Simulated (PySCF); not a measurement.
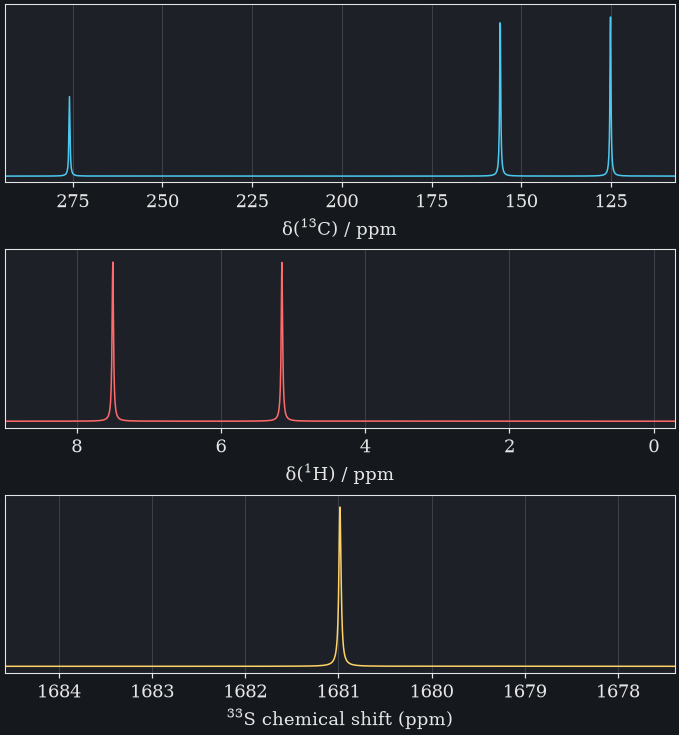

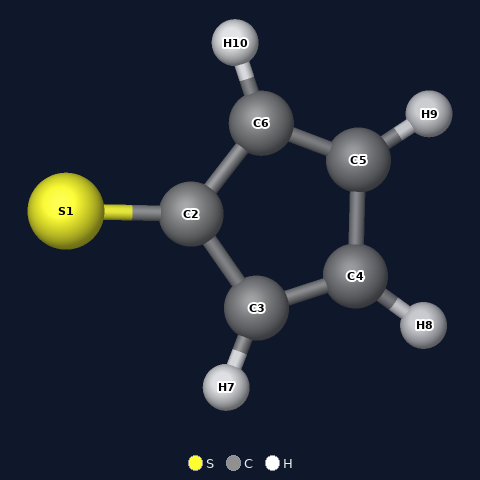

Spectrum and numbered structure of C₅H₄S (cyclopentadienethione), SMILES S=C1C=CC=C1. GIAO shifts, PBE0/pcSseg-1 with PySCF 2.14.0, at a PBE0-D3(BJ)/def2-SVP geometry (no frequency check), against TMS for ¹³C, TMS for ¹H and CS₂ for ³³S computed at the same level. Gas phase, fully decoupled, line heights follow the number of nuclei, widths are arbitrary (no quadrupolar broadening); values of one conformer, averaged over methyl-type rotors and exact or near symmetry.

Assign the ¹³C signals to the numbered atoms.

```csv
δ (ppm),nuclei,atoms
275.9,1,C2
155.9,2,"C4, C5"
125.1,2,"C3, C6"
```

Assign the ¹H signals to the numbered atoms.

```tsv
δ (ppm)	nuclei	atoms
7.50	2	H8, H9
5.16	2	H7, H10
```

Where does the ³³S line lie?

At 1681.0 ppm (S1).
